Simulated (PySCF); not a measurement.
SMILES [CH3][Sn]([CH3])([F])[Br] (C2H6BrFSn) at its PBE0/def2-SVP optimised geometry (Å):

```
11

C      1.9660    -0.9295     0.0000
Sn    -0.1679    -0.9295     0.0000
C     -1.3262     0.8602     0.0000
F     -0.6760    -1.8871     1.6162
Br    -0.9722    -2.3759    -1.8724
H      2.3199    -1.5803    -0.8101
H      2.3519     0.0892    -0.1417
H      2.3023    -1.3254     0.9682
H     -2.3519     0.6054     0.2984
H     -1.3337     1.2929    -1.0096
H     -0.9009     1.5803     0.7128
```

Method: PBE0/def2-TZVP, def2 effective core potentials past Kr (PySCF). The core electrons that the potentials of Sn replace are not part of the density. Cells within 0.4 Å of a nucleus heavier than hydrogen are left out (blank, or x).

Map of the electron localisation function on the plane z = 0.0 Å:

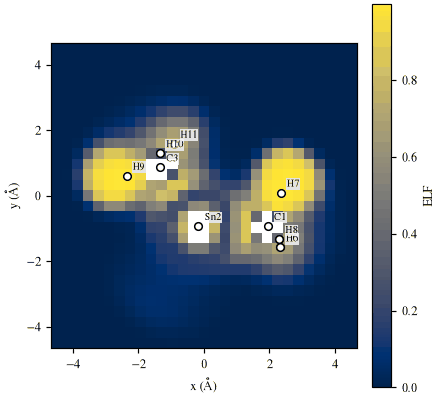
Figure. Electron localisation function on the plane z = 0.0 Å.
